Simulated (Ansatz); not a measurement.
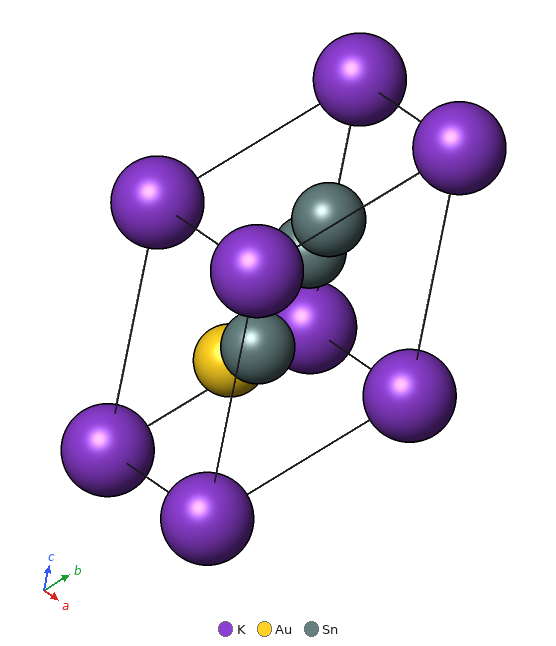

We look at a spheres-only model of the crystal slightly off an axis. The lines enclose the simulation cell; boundary atoms appear with their images.

```yaml
crystal:
  lattice:
    - [0.00000, 4.93983, 0.00000]
    - [4.93983, 0.00000, 0.00000]
    - [2.46991, 2.46991, -5.49135]
  atoms:
    - { symbol: K, position: [0.00000, 0.00000, 0.00000] }
    - { symbol: Au, position: [0.35808, 0.35808, 0.28384] }
    - { symbol: Sn, position: [0.60039, 0.60039, 0.79922] }
    - { symbol: Sn, position: [0.24971, 0.74971, 0.50058] }
    - { symbol: Sn, position: [0.74971, 0.24971, 0.50058] }
```

Computational set-up: Ansatz, DFT, PAW plane waves, r2SCAN, wavefunction cutoff 500 eV, an 8×8×8 mesh of k-points, Gaussian smearing of 0.054 eV, no spin polarisation.

**How charged are the atoms, by the Bader scheme?**

K +0.76 e; Sn -0.11 to +0.17 e; Au -1.00 e.

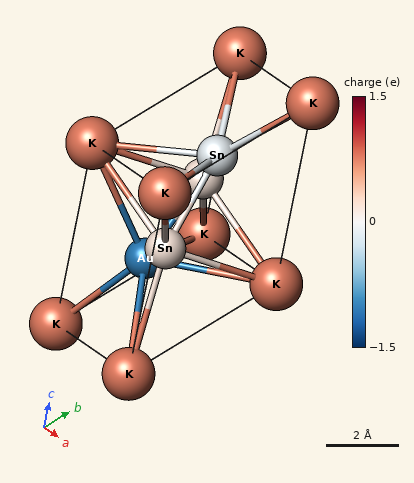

The atoms coloured by those charges.

The model is a generated cell, made by putting these elements into a known structure type (the compound may or may not exist in this form); its atoms and cell weren't optimised. A calculation with Ansatz used it as input.
